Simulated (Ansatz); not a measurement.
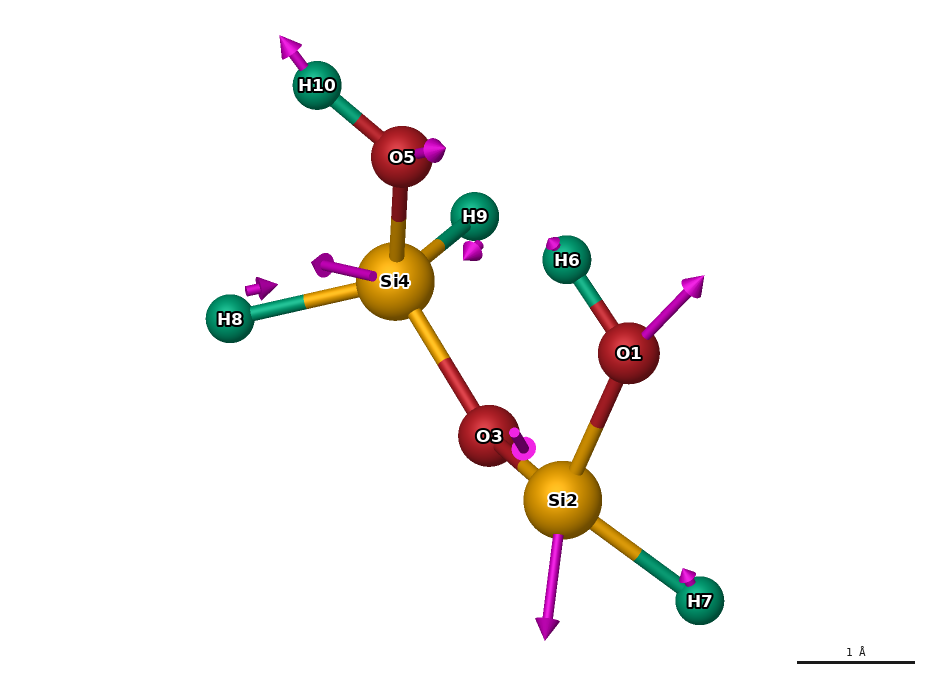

Arrows show the forces on the atoms, 10 Å of arrow for 1 eV/Å; forces under a tenth of the largest aren't drawn. Charge 0, doublet. Level of theory: r2SCAN-D4/def2-TZVPP (Ansatz 0.2.0).

Along which bond is the force strongest?

Answer. O1–Si2, now 1.642 Å: the forces push its atoms apart, so a first step downhill lengthens it.

List the force components in the frame of the picture (x right, y up, z towards the viewer), in eV/Å.

| atom | Fx | Fy | Fz |
| --- | --- | --- | --- |
| O1 | 0.05 | 0.05 | 0.04 |
| Si2 | −0.01 | −0.09 | 0.01 |
| O3 | 0.01 | −0.02 | −0.06 |
| Si4 | −0.05 | 0.01 | −0.06 |
| O5 | 0.02 | 0.00 | 0.03 |
| H6 | −0.01 | 0.01 | 0.01 |
| H7 | −0.01 | 0.01 | 0.01 |
| H8 | 0.03 | 0.01 | −0.01 |
| H9 | −0.01 | −0.01 | 0.02 |
| H10 | −0.02 | 0.03 | 0.01 |
